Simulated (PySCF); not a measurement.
## Geometry relaxation, with input and output: C2H7F3OSi2

- system: C2H7F3OSi2, SMILES FC(F)(F)OC([SiH3])[SiH3]
- method: PBE0-D3(BJ)/def2-SVP geometry optimisation, gas phase (PySCF 2.14.0)

It belongs to a series of runs on one base structure; here: H on C replaced by OCF3.

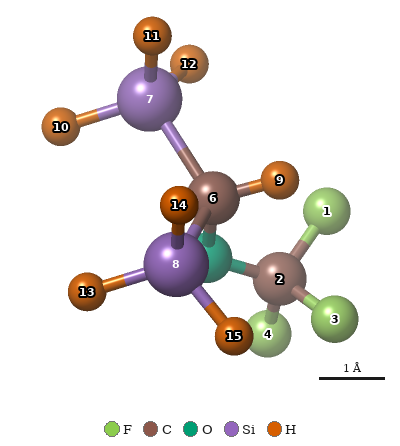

**Figure 1.** The input geometry (ball-and-stick view, seen at a tilt; atoms are numbered from 1 in the order of the input). Bond lengths as drawn: C–F 1.36 to 1.38 Å, C–H 1.08 Å, C–O 1.29 to 1.48 Å, C–Si 1.91 Å and H–Si 1.44 to 1.49 Å.

Key numbers:

| quantity | value |
| --- | --- |
| outcome | converged |
| total energy | −1032.938926 hartree |
| dipole moment | 1.87 D |
| point group | Cs |
| hardware | 1 CPU thread, shared host |
| wall time | 3.7 min |
| peak memory | 0.63 GiB |

The input:
```
{"job": {"xc": "PBE0", "basis": "def2-SVP", "d3": "d3bj", "grid": 1, "shake": 0.01, "kind": "geom"}, "charge": 0, "multiplicity": 1}
F      2.253140    -1.411730     0.055470
C      2.036030    -0.094870    -0.290120
F      2.017140    -0.098190    -1.649850
F      3.177690     0.561300     0.077100
O      0.989970     0.449390     0.239210
C     -0.297190    -0.191590    -0.091550
Si    -0.980430    -0.761070     1.602900
Si    -1.229690     1.099510    -1.139670
H     -0.076040    -1.067690    -0.682590
H     -1.140850     0.434030     2.437230
H     -2.281990    -1.412860     1.348340
H     -0.032410    -1.690760     2.209950
H     -1.421920     2.300390    -0.320530
H     -2.552890     0.496670    -1.462660
H     -0.475890     1.370100    -2.340480
```

The first line tells a small driver script what to run in PySCF; the rest is the geometry in Å.

Launch command:
```bash
OMP_NUM_THREADS=1 python <driver script> task.json out
```

Output:
```
step   0  E = -1032.93031355  max force = 0.066609
step   1  E = -1032.93771902  max force = 0.011195
step   2  E = -1032.93850308  max force = 0.005034
step   3  E = -1032.93876902  max force = 0.001921
step   4  E = -1032.93887180  max force = 0.001076
step   5  E = -1032.93889282  max force = 0.000665
step   6  E = -1032.93889870  max force = 0.000679
step   7  E = -1032.93890673  max force = 0.001006
step   8  E = -1032.93890550  max force = 0.001842
step   9  E = -1032.93891781  max force = 0.001224
step  10  E = -1032.93892582  max force = 0.000285
optimisation converged
```

Trajectory as extended XYZ (Å, eV, eV/Å), 11 frames, from step=0 to step=10:
```
15
Properties=species:S:1:pos:R:3:forces:R:3 step=0 energy=-28107.46549
F     2.2531   -1.4117    0.0555   -0.6688   1.1680  -0.1094
C     2.0360   -0.0949   -0.2901    3.4252  -1.0469  -0.9266
F     2.0171   -0.0982   -1.6499   -0.2208   0.0677   0.6960
F     3.1777    0.5613    0.0771   -1.6882  -0.4686  -0.2338
O     0.9900    0.4494    0.2392   -0.6387   0.2535   0.5307
C    -0.2972   -0.1916   -0.0916    0.2953   0.7321   0.6470
Si   -0.9804   -0.7611    1.6029   -0.2024   0.2983  -0.7930
Si   -1.2297    1.0995   -1.1397   -0.5769  -0.8372   0.7412
H    -0.0760   -1.0677   -0.6826   -0.0312  -0.6712  -0.5063
H    -1.1408    0.4340    2.4372   -0.1063   0.3439   0.3217
H    -2.2820   -1.4129    1.3483   -0.2811  -0.1482   0.0526
H    -0.0324   -1.6908    2.2100    0.3686  -0.3764   0.2235
H    -1.4219    2.3004   -0.3205   -0.0371   0.4264   0.2046
H    -2.5529    0.4967   -1.4627   -0.1138   0.0386  -0.0993
H    -0.4759    1.3701   -2.3405    0.4762   0.2201  -0.7489
15
Properties=species:S:1:pos:R:3:forces:R:3 step=1 energy=-28107.66701
F     2.3645   -1.2845    0.2506    0.1189   0.1135  -0.1944
C     2.1183   -0.0966   -0.3232   -0.1914   0.1576   0.4439
F     2.0584   -0.3015   -1.6402    0.0375  -0.0528  -0.0358
F     3.1170    0.7292   -0.0605    0.0516  -0.2580  -0.1009
O     1.0047    0.4590    0.1643   -0.2590   0.0347   0.0221
C    -0.2733   -0.2128   -0.0988    0.5757   0.1515   0.0175
Si   -0.9954   -0.7506    1.5804    0.0454   0.0329  -0.1920
Si   -1.2589    1.0658   -1.1096   -0.1569  -0.2851   0.1064
H    -0.0620   -1.1174   -0.6939   -0.2442  -0.0094  -0.0879
H    -1.1843    0.4447    2.4412   -0.0254   0.0860   0.0630
H    -2.3092   -1.4092    1.3312   -0.0546  -0.0345   0.0030
H    -0.0499   -1.7013    2.2173    0.0483  -0.0814   0.0858
H    -1.4283    2.2874   -0.2812    0.0217   0.0930   0.0342
H    -2.6050    0.5069   -1.4307   -0.0359  -0.0139  -0.0371
H    -0.5122    1.3637   -2.3545    0.0683   0.0660  -0.1279
15
Properties=species:S:1:pos:R:3:forces:R:3 step=2 energy=-28107.68834
F     2.3446   -1.3019    0.2166   -0.0579  -0.0385   0.1194
C     2.1162   -0.0910   -0.3067    0.1007  -0.0991   0.0212
F     2.0529   -0.2690   -1.6282   -0.0683   0.0600  -0.2144
F     3.1547    0.6779   -0.0395   -0.1167   0.0466   0.0643
O     1.0109    0.4780    0.1839    0.0585  -0.0628  -0.0050
C    -0.2548   -0.1974   -0.0974    0.2589   0.1094   0.0734
Si   -0.9833   -0.7428    1.5740   -0.0243   0.0038  -0.0300
Si   -1.2703    1.0538   -1.1102   -0.0925  -0.0691   0.0180
H    -0.0632   -1.1004   -0.7021   -0.0733   0.0192  -0.0405
H    -1.1877    0.4559    2.4371   -0.0047  -0.0002  -0.0011
H    -2.2963   -1.4077    1.3160    0.0006  -0.0047   0.0090
H    -0.0430   -1.6955    2.2307   -0.0093   0.0055   0.0120
H    -1.4540    2.2829   -0.2866    0.0074   0.0189  -0.0173
H    -2.6095    0.4706   -1.4293    0.0240  -0.0112  -0.0026
H    -0.5327    1.3694   -2.3659   -0.0031   0.0224  -0.0063
15
Properties=species:S:1:pos:R:3:forces:R:3 step=3 energy=-28107.69558
F     2.3117   -1.3330    0.1860   -0.0472  -0.0206  -0.0327
C     2.1199   -0.1031   -0.3078    0.0872  -0.0011  -0.0127
F     2.0567   -0.2306   -1.6395    0.0170  -0.0285   0.0144
F     3.1697    0.6331   -0.0050    0.0150   0.0411  -0.0011
O     1.0289    0.4808    0.1929   -0.0616  -0.0988  -0.0436
C    -0.2360   -0.1828   -0.0938    0.0503   0.0809   0.0797
Si   -0.9752   -0.7307    1.5716   -0.0443  -0.0090   0.0312
Si   -1.2761    1.0481   -1.1066   -0.0191   0.0401  -0.0126
H    -0.0628   -1.0840   -0.7064    0.0013   0.0067  -0.0121
H    -1.1880    0.4695    2.4339    0.0031  -0.0238  -0.0195
H    -2.2879   -1.3960    1.3065    0.0181   0.0076   0.0050
H    -0.0440   -1.6851    2.2429   -0.0195   0.0302  -0.0143
H    -1.4741    2.2843   -0.2936   -0.0040  -0.0114  -0.0271
H    -2.6052    0.4379   -1.4168    0.0285  -0.0135   0.0110
H    -0.5531    1.3744   -2.3717   -0.0248   0.0001   0.0345
15
Properties=species:S:1:pos:R:3:forces:R:3 step=4 energy=-28107.69838
F     2.2884   -1.3648    0.1518    0.0056   0.0001  -0.0074
C     2.1309   -0.1190   -0.3128   -0.0021  -0.0110  -0.0533
F     2.0762   -0.2165   -1.6486    0.0173  -0.0014   0.0553
F     3.1913    0.5910    0.0150    0.0061  -0.0069  -0.0063
O     1.0470    0.4748    0.1934   -0.0313  -0.0364  -0.0364
C    -0.2246   -0.1697   -0.0886   -0.0076   0.0363   0.0308
Si   -0.9769   -0.7159    1.5722   -0.0188  -0.0069   0.0251
Si   -1.2803    1.0506   -1.1000    0.0325   0.0507  -0.0089
H    -0.0655   -1.0705   -0.7057    0.0040  -0.0121  -0.0002
H    -1.1935    0.4844    2.4316   -0.0001  -0.0056  -0.0065
H    -2.2888   -1.3784    1.2997    0.0094   0.0062  -0.0050
H    -0.0551   -1.6708    2.2529   -0.0013   0.0132  -0.0057
H    -1.4928    2.2915   -0.2990   -0.0086  -0.0088  -0.0075
H    -2.5984    0.4141   -1.3978    0.0048  -0.0144   0.0096
H    -0.5733    1.3820   -2.3716   -0.0099  -0.0030   0.0167
15
Properties=species:S:1:pos:R:3:forces:R:3 step=5 energy=-28107.69895
F     2.2766   -1.3881    0.1353   -0.0083  -0.0013  -0.0040
C     2.1354   -0.1368   -0.3194   -0.0060   0.0050  -0.0275
F     2.0866   -0.2220   -1.6555   -0.0136  -0.0079   0.0342
F     3.2027    0.5577    0.0181    0.0261   0.0060   0.0057
O     1.0575    0.4670    0.1890    0.0124  -0.0081  -0.0168
C    -0.2207   -0.1614   -0.0853   -0.0190  -0.0019  -0.0080
Si   -0.9798   -0.7033    1.5746    0.0018  -0.0012   0.0062
Si   -1.2786    1.0587   -1.0949    0.0236   0.0150  -0.0023
H    -0.0727   -1.0641   -0.7033   -0.0132  -0.0111   0.0053
H    -1.1971    0.4978    2.4314   -0.0024   0.0052   0.0026
H    -2.2913   -1.3624    1.2960   -0.0007   0.0010  -0.0039
H    -0.0629   -1.6586    2.2595    0.0060   0.0017   0.0022
H    -1.4994    2.3010   -0.2999   -0.0051  -0.0017   0.0062
H    -2.5911    0.4066   -1.3833   -0.0057  -0.0007   0.0011
H    -0.5807    1.3905   -2.3700    0.0040   0.0001  -0.0008
15
Properties=species:S:1:pos:R:3:forces:R:3 step=6 energy=-28107.69911
F     2.2652   -1.4035    0.1326    0.0155  -0.0051   0.0057
C     2.1361   -0.1518   -0.3243   -0.0349  -0.0034   0.0004
F     2.0826   -0.2400   -1.6590    0.0075   0.0007  -0.0067
F     3.2105    0.5343    0.0104   -0.0080  -0.0151  -0.0076
O     1.0636    0.4615    0.1842    0.0247   0.0256   0.0120
C    -0.2203   -0.1568   -0.0840   -0.0110  -0.0146  -0.0171
Si   -0.9810   -0.6940    1.5773    0.0126   0.0054  -0.0040
Si   -1.2742    1.0675   -1.0923    0.0070  -0.0082   0.0032
H    -0.0816   -1.0621   -0.7008   -0.0146  -0.0022   0.0062
H    -1.1979    0.5082    2.4324   -0.0027   0.0058   0.0043
H    -2.2925   -1.3516    1.2961   -0.0034  -0.0012   0.0002
H    -0.0650   -1.6492    2.2634    0.0043  -0.0009   0.0044
H    -1.4967    2.3093   -0.2975   -0.0004   0.0023   0.0083
H    -2.5864    0.4126   -1.3778   -0.0046   0.0087  -0.0040
H    -0.5779    1.3984   -2.3681    0.0081   0.0022  -0.0052
15
Properties=species:S:1:pos:R:3:forces:R:3 step=7 energy=-28107.69933
F     2.2475   -1.4336    0.1325    0.0063  -0.0035   0.0056
C     2.1327   -0.1846   -0.3358   -0.0103   0.0003   0.0443
F     2.0704   -0.2849   -1.6680   -0.0029  -0.0004  -0.0517
F     3.2193    0.4890   -0.0140   -0.0220  -0.0158  -0.0087
O     1.0727    0.4490    0.1736    0.0246   0.0262   0.0235
C    -0.2226   -0.1501   -0.0819    0.0019  -0.0276  -0.0180
Si   -0.9822   -0.6756    1.5840    0.0202   0.0131  -0.0140
Si   -1.2642    1.0861   -1.0877   -0.0212  -0.0305   0.0089
H    -0.1035   -1.0606   -0.6957   -0.0089   0.0094   0.0022
H    -1.1961    0.5298    2.4356   -0.0014   0.0048   0.0036
H    -2.2951   -1.3305    1.3034   -0.0045  -0.0024   0.0071
H    -0.0667   -1.6300    2.2718    0.0001  -0.0027   0.0056
H    -1.4825    2.3265   -0.2897    0.0078   0.0072   0.0069
H    -2.5802    0.4380   -1.3733   -0.0002   0.0177  -0.0091
H    -0.5651    1.4143   -2.3623    0.0104   0.0042  -0.0061
15
Properties=species:S:1:pos:R:3:forces:R:3 step=8 energy=-28107.69929
F     2.2059   -1.4968    0.1260    0.0049   0.0015   0.0024
C     2.1191   -0.2533   -0.3630    0.0244  -0.0007   0.0795
F     2.0286   -0.3756   -1.6905   -0.0017  -0.0014  -0.0947
F     3.2318    0.3928   -0.0733   -0.0446  -0.0171  -0.0087
O     1.0886    0.4208    0.1539    0.0142   0.0250   0.0381
C    -0.2284   -0.1394   -0.0765    0.0048  -0.0409  -0.0097
Si   -0.9812   -0.6377    1.6011    0.0214   0.0179  -0.0198
Si   -1.2409    1.1232   -1.0775   -0.0513  -0.0380   0.0114
H    -0.1485   -1.0585   -0.6844    0.0037   0.0217  -0.0045
H    -1.1858    0.5764    2.4431    0.0030   0.0023  -0.0004
H    -2.2987   -1.2878    1.3301   -0.0040  -0.0017   0.0151
H    -0.0662   -1.5897    2.2931   -0.0057  -0.0042   0.0045
H    -1.4422    2.3614   -0.2714    0.0181   0.0103   0.0006
H    -2.5687    0.5024   -1.3715    0.0052   0.0205  -0.0109
H    -0.5289    1.4445   -2.3468    0.0076   0.0047  -0.0029
15
Properties=species:S:1:pos:R:3:forces:R:3 step=9 energy=-28107.69963
F     2.1930   -1.5209    0.1138   -0.0060   0.0043  -0.0017
C     2.1112   -0.2777   -0.3766    0.0294  -0.0013   0.0562
F     2.0089   -0.4016   -1.7039   -0.0041  -0.0014  -0.0630
F     3.2308    0.3602   -0.0973   -0.0271  -0.0085  -0.0073
O     1.0910    0.4062    0.1477   -0.0039   0.0066   0.0277
C    -0.2338   -0.1409   -0.0742    0.0079  -0.0294  -0.0047
Si   -0.9795   -0.6247    1.6103    0.0119   0.0138  -0.0120
Si   -1.2321    1.1349   -1.0731   -0.0408  -0.0205   0.0082
H    -0.1681   -1.0619   -0.6803    0.0123   0.0159  -0.0065
H    -1.1739    0.5955    2.4461    0.0051   0.0009  -0.0025
H    -2.3019   -1.2705    1.3524   -0.0020   0.0008   0.0124
H    -0.0652   -1.5766    2.3036   -0.0056  -0.0030   0.0013
H    -1.4163    2.3735   -0.2629    0.0157   0.0072  -0.0028
H    -2.5685    0.5367   -1.3739    0.0053   0.0120  -0.0052
H    -0.5111    1.4504   -2.3390    0.0019   0.0027  -0.0002
15
Properties=species:S:1:pos:R:3:forces:R:3 step=10 energy=-28107.69985
F     2.1761   -1.5483    0.0862   -0.0060   0.0033  -0.0033
C     2.1006   -0.3010   -0.3939    0.0097  -0.0019  -0.0115
F     1.9861   -0.4140   -1.7231   -0.0007  -0.0023   0.0078
F     3.2266    0.3258   -0.1197    0.0064   0.0021  -0.0005
O     1.0907    0.3875    0.1441   -0.0104  -0.0061   0.0074
C    -0.2407   -0.1473   -0.0719   -0.0061  -0.0039  -0.0049
Si   -0.9751   -0.6117    1.6218   -0.0086  -0.0002   0.0058
Si   -1.2246    1.1440   -1.0669   -0.0023   0.0092   0.0004
H    -0.1875   -1.0687   -0.6777    0.0147   0.0011  -0.0029
H    -1.1497    0.6182    2.4478    0.0067   0.0001  -0.0023
H    -2.3066   -1.2483    1.3877   -0.0001   0.0044   0.0038
H    -0.0636   -1.5658    2.3161   -0.0019  -0.0010  -0.0032
H    -1.3806    2.3846   -0.2535    0.0050   0.0001  -0.0036
H    -2.5724    0.5772   -1.3739    0.0000  -0.0033   0.0058
H    -0.4947    1.4504   -2.3305   -0.0064  -0.0015   0.0012
```

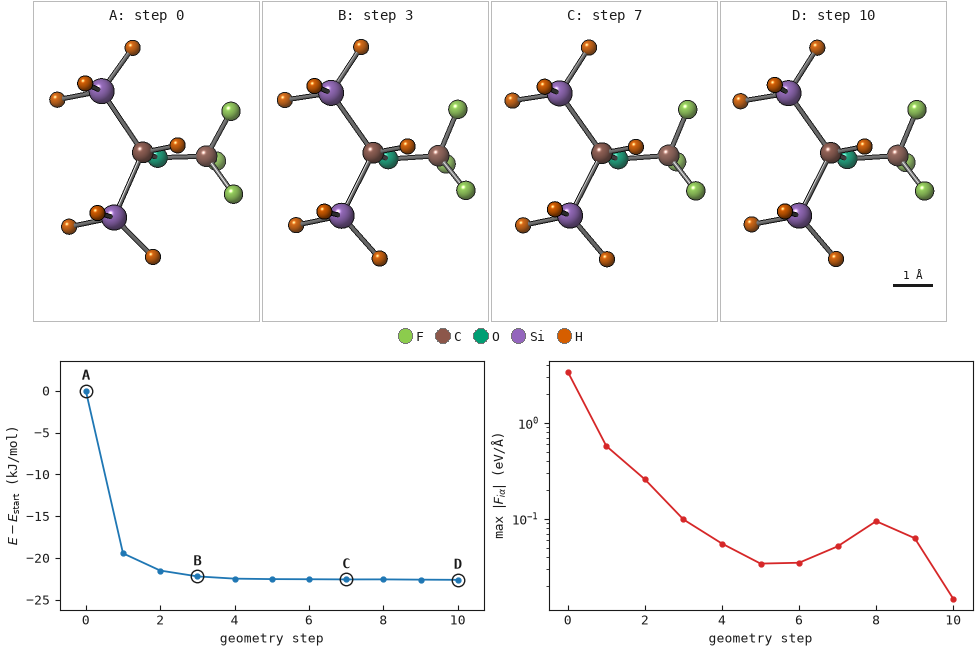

**Figure 2.** Frames of the relaxation (ball-and-stick view, seen at a tilt) above the curves, on which the letters mark them (steps are counted from 0).

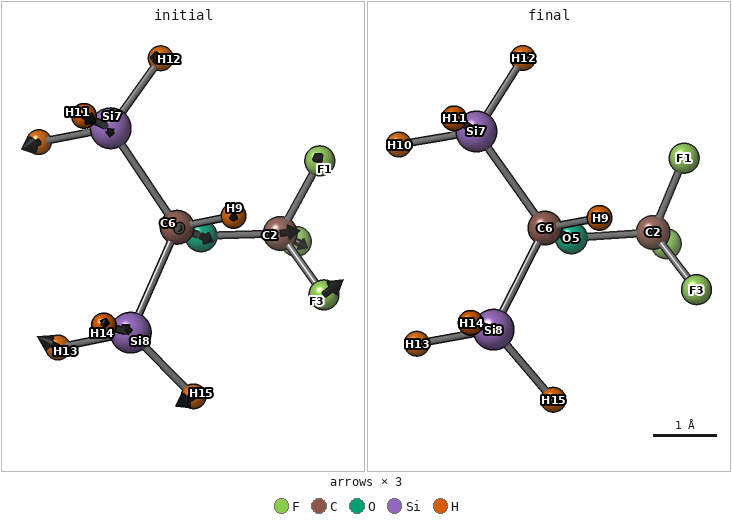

**Figure 3.** Before (left) and after (right) the relaxation, at one scale (ball-and-stick view, seen at a tilt). The black arrows give the displacements, magnified 3 times. F3 moves most after the best rigid fit: 0.14 Å. By element the largest moves are F 0.14 Å, H 0.14 Å, C 0.11 Å, O 0.08 Å, Si 0.07 Å. Among the contacts that change: C2–F4 1.367 → 1.318 Å, Si8–H15 1.443 → 1.491 Å, C2–O5 1.293 → 1.335 Å, F1–C2 1.379 → 1.339 Å. Among the angles that change: Si7–C6–Si8 120.9° → 115.5°, O5–C6–Si7 104.0° → 108.1°, F1–C2–F4 105.0° → 108.7°. Over 10 geometry steps the energy falls by 22.6 kJ/mol. Largest force component: 3.4 eV/Å at the start, 0.015 eV/Å at the end. (Atoms are counted from 1 in the order of the input.)
